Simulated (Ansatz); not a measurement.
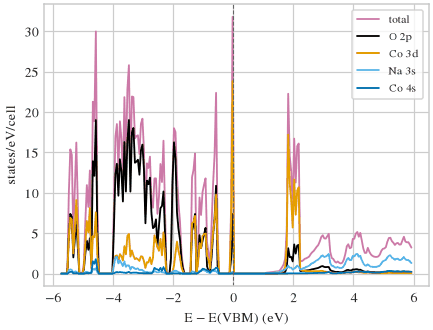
Figure: Total and projected density of states of Na₄CoO₃ in space group Cc (No. 9; Pearson symbol mS32), r²SCAN (plane waves, PAW; program Ansatz)

Problem. Which orbitals carry the states next to the gap?

Solution. Top 1 eV of the valence band: Co 3d 56 %, O 2p 36 %. Bottom 1 eV of the conduction band: Co 3d 70 %, O 2p 14 %, Na 3s 9 %. Projections are on Löwdin-orthogonalised atomic valence shells; empty p or d shells of many metals are not among them.

The first step of the workflow began from a Materials Project structure, measured or hypothetical; the Crystallography Open Database files this formula in space group No. 9, but the cells were not matched. Its standing as an ambient phase is unchecked. The cell was relaxed with r²SCAN under the symmetry of its start; whether a distortion lowers the energy is not shown. Spin order of the final state: ferromagnetic, the only order run, not a proven ground state. The program gave a warning on the electronic state, which may not be the lowest. No Hubbard U is applied.

Potentials: the later of the program's two PAW sets.
